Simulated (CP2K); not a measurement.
# NOF (SMILES O=NF) at AM1

What is the energy change on altering one bond length of NOF at AM1? 

Program for the calculation: CP2K 2026.2.

4 further runs of the same task are left out: 2 that didn't finish, 2 set aside as unsound or not needed.

### Step 1. The structure to begin with

NOF has 3 atoms, charge 0, and is taken as a singlet. SMILES: `O=NF`. The shape is that of a PBE0-D4/def2-TZVP optimisation.

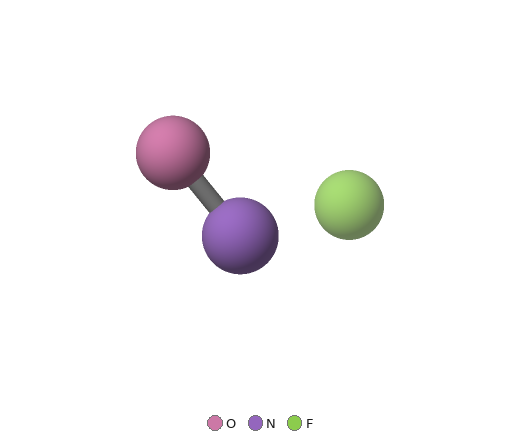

Viewed from a chosen angle; oxygen pink, nitrogen purple, fluorine green.

### Step 2. A single-point energy at AM1

molecule.xyz

```xyz
3

O      0.868350     0.242970     0.504740
N      0.148930    -0.482540     0.029910
F     -1.017290     0.239580    -0.534650
```

molecule.inp

```
&force_eval
   method QS
   &dft
      charge 0
      multiplicity 1
      &qs
         method AM1
         eps_default 1.0E-10
         &se
            &coulomb
               cutoff [angstrom] 50
               rc_range [angstrom] 0
            &end coulomb
            &exchange
               cutoff [angstrom] 50
               rc_range [angstrom] 0
            &end exchange
         &end se
      &end qs
      &poisson
         periodic NONE
         poisson_solver ANALYTIC
      &end poisson
      &scf
         scf_guess ATOMIC
         eps_scf 1.0E-07
         max_scf 50
         &ot ON
            minimizer CG
            preconditioner FULL_ALL
         &end ot
         &outer_scf
            eps_scf 1.0E-07
            max_scf 10
         &end outer_scf
      &end scf
      &print
         &moments
            periodic F
            reference COM
            max_moment 1
         &end moments
         &mo_cubes
            nlumo 5
            nhomo -1
            write_cube F
         &end mo_cubes
         &hirshfeld OFF
         &end hirshfeld
      &end print
   &end dft
   &subsys
      &cell
         abc [angstrom] 11.9 10.7 11
         periodic NONE
      &end cell
      &topology
         coord_file_name molecule.xyz
         coord_file_format XYZ
         &center_coordinates
         &end center_coordinates
      &end topology
   &end subsys
&end force_eval

&global
   project_name molecule
   run_type ENERGY
   print_level MEDIUM
&end global
```

The run is started by

```sh
OMP_NUM_THREADS=1 cp2k.psmp -i molecule.inp -o molecule.out
```

What it wrote, shortened:

```text
CP2K| version string:                                       CP2K version 2026.2
[...]
 GLOBAL| Method name                                                        CP2K
[...]
 GLOBAL| Run type                                                         ENERGY
[...]
                             - Atoms:                                          3
[...]
                             - Spherical basis functions:                     12
[...]
 Number of electrons:                                                         18
[...]
     1 OT CG       0.15E+00    0.0     0.43374702       -34.6270114610 -3.46E+01
[...]
     2 OT CG       0.54E+00    0.0     0.00000008       -37.1163632265 -2.91E-13
  *** SCF run converged in     2 steps ***
  Core-core repulsion energy [eV]:                            856.89850394419670
  Core Hamiltonian energy [eV]:                             -1675.06433024367789
  Two-electron integral energy [eV]:                         -383.64356163327898
  Electronic energy [eV]:                                   -1866.88611106031726
  Total energy [eV]:                                        -1009.98760711612067
  Atomic reference energy [eV]:                              1009.09985973476091
  Heat of formation [kcal/mol]:                               -20.47194257247727
[...]
 SE_DIPOLE| Moment [Debye]         -0.77166031       0.56273503      -0.36437692
 SE_DIPOLE| Derivative [a.u.]       0.00000000       0.00000000       0.00000000
 *** WARNING in qs_scf_post_se.F:140 :: Printing of MO cube files not ***
 *** implemented for Semi-Empirical method.                           ***
 ENERGY| Total FORCE_EVAL ( QS ) energy [hartree]            -37.116363226516860
[...]
```

Wall time 0.56 s (1 thread of Arm Neoverse V2, shared host).

### Step 3. The distorted shape at the same level

molecule.xyz

```xyz
3

O      1.801337    -0.334733     0.956393
N      1.081917    -1.060243     0.481563
F     -1.017290     0.239580    -0.534650
```

run.inp

```
&GLOBAL
 PROJECT_NAME run
 RUN_TYPE ENERGY
 PRINT_LEVEL MEDIUM
&END GLOBAL

&FORCE_EVAL
 METHOD Quickstep
 &DFT
  &QS
   METHOD AM1
   EPS_DEFAULT 1.0E-10
   &SE
    &COULOMB
     CUTOFF [angstrom] 50
     RC_RANGE [angstrom] 0
    &END COULOMB
    &EXCHANGE
     CUTOFF [angstrom] 50
     RC_RANGE [angstrom] 0
    &END EXCHANGE
   &END SE
  &END QS
  &POISSON
   PERIODIC NONE
   POISSON_SOLVER ANALYTIC
  &END POISSON
  &SCF
   SCF_GUESS ATOMIC
   EPS_SCF 1.0E-07
   MAX_SCF 50
   &OT
    MINIMIZER CG
    PRECONDITIONER FULL_ALL
   &END OT
   &OUTER_SCF
    EPS_SCF 1.0E-07
    MAX_SCF 10
   &END OUTER_SCF
  &END SCF
  &PRINT
   &MOMENTS
    PERIODIC F
    REFERENCE COM
    MAX_MOMENT 1
   &END MOMENTS
   &MO_CUBES
    NLUMO 5
    NHOMO -1
    WRITE_CUBE F
   &END MO_CUBES
   &HIRSHFELD OFF
   &END HIRSHFELD
  &END PRINT
 &END DFT
 &SUBSYS
  &CELL
   ABC 12.8 11.3 11.5
   PERIODIC NONE
  &END CELL
  &TOPOLOGY
   COORD_FILE_NAME molecule.xyz
   COORD_FILE_FORMAT XYZ
   &CENTER_COORDINATES
   &END CENTER_COORDINATES
  &END TOPOLOGY
 &END SUBSYS
&END FORCE_EVAL
```

The run is started by

```sh
OMP_NUM_THREADS=1 cp2k.psmp -i run.inp -o run.out
```

What it wrote, shortened:

```text
CP2K| version string:                                       CP2K version 2026.2
[...]
 GLOBAL| Method name                                                        CP2K
[...]
 GLOBAL| Run type                                                         ENERGY
[...]
                             - Atoms:                                          3
[...]
                             - Spherical basis functions:                     12
[...]
 Number of electrons:                                                         18
[...]
     1 OT CG       0.15E+00    0.0     0.43838528       -34.8034732508 -3.48E+01
[...]
    12 OT CG       0.27E+00    0.0     0.00000006       -36.9358169743 -4.12E-13
  *** SCF run converged in    12 steps ***
  Core-core repulsion energy [eV]:                            663.68731801284127
  Core Hamiltonian energy [eV]:                             -1674.73115783706612
  Two-electron integral energy [eV]:                           11.93829216290474
  Electronic energy [eV]:                                   -1668.76201175561368
  Total energy [eV]:                                        -1005.07469374277230
  Atomic reference energy [eV]:                              1009.09985973476091
  Heat of formation [kcal/mol]:                                92.82254024389866
[...]
 SE_DIPOLE| Moment [Debye]         -5.14436323       2.33891520      -2.58184290
 SE_DIPOLE| Derivative [a.u.]       0.00000000       0.00000000       0.00000000
 *** WARNING in qs_scf_post_se.F:140 :: Printing of MO cube files not ***
 *** implemented for Semi-Empirical method.                           ***
 ENERGY| Total FORCE_EVAL ( QS ) energy [hartree]            -36.935816974284833
[...]
```

Wall time 0.62 s (1 thread of Arm Neoverse V2, shared host).

### Step 4. Outcome

Level: AM1.

```
                                                         quantity           value
                                        first shape: total energy    -37.11636 Eh
                                       first shape: dipole moment          1.02 D
                                   first shape: heat of formation  -20.5 kcal/mol
                                    distorted shape: total energy    -36.93582 Eh
                                   distorted shape: dipole moment          6.21 D
                               distorted shape: heat of formation   92.8 kcal/mol
energy change with the N2–F3 bond stretched from 1.483 to 2.670 Å        4.913 eV
```

What this shows: One bond (distorted shape) is far stretched, which a spin-restricted single reference describes badly. With the N2–F3 bond stretched from 1.483 to 2.670 Å the energy rises by 4.91 eV (113 kcal/mol). The first shape isn't relaxed at this level, so the change isn't measured from a minimum. A restricted reference can't describe the breaking bond well at this length.
